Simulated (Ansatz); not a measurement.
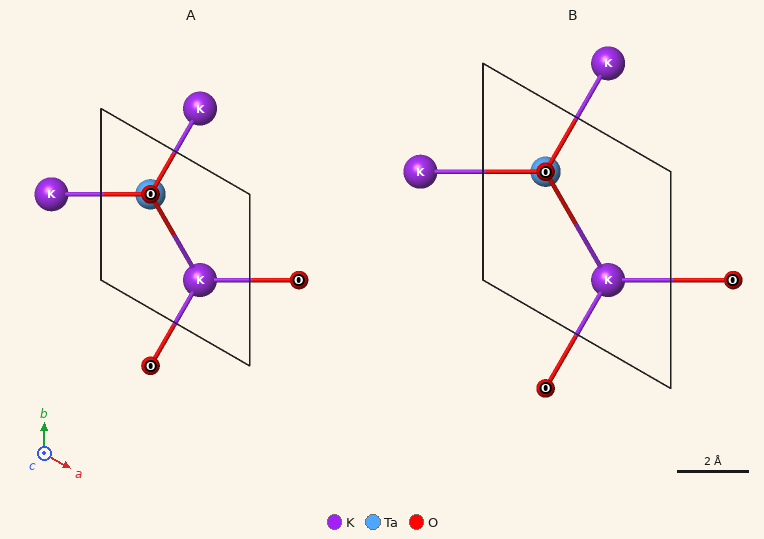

Two geometries of crystalline KTaO$_{2}$ (a generated structure, set up in P-6m2) (coarse preliminary run), drawn at one scale. One is the start of a relaxation, the other its converged end. A ball-and-stick model of the cell of the calculation, seen along the c axis.

Computed with DFT PBE, scalar-relativistic, plane waves, PAW (Ansatz). (plane-wave cutoff 420 eV; k-point mesh 6 × 6 × 4; occupations gaussian; smearing width 0.1 eV; no spin polarisation; cell and atoms relaxed; force threshold 0.04 eV/Å; at most 70 steps)

**Which one is relaxed?**

Structure B is the relaxed one. The largest moves relative to the cell, 0.039 Å, are those of O atoms. K and Ta stay in place. The volume changes by +92.4 %, with a = b 4.895 → 6.184 Å (+26.3 %), c 4.240 → 5.111 Å (+20.5 %). Near-neighbour distances that change, for instance: K–O 3.212 → 4.035 Å, K–Ta 2.826 → 3.570 Å, O–Ta 1.526 → 1.879 Å, O–O 1.188 → 1.354 Å. The space group stays P-6m2 (No. 187). The energy falls by 9.756 eV per cell of the calculation in 12 accepted moves (15 points after the start). The largest force component goes from 15 to 0.0047 eV/Å. The pressure goes from 73.10 to 0.03 GPa. The SCF was repeated 3 times at an unchanged geometry on a basis and grid sized afresh for the cell, which shifted the energy by 0.411 eV per cell of the calculation at most.

Limits of the set-up: the k-point mesh is coarse for a cell with partly filled bands.
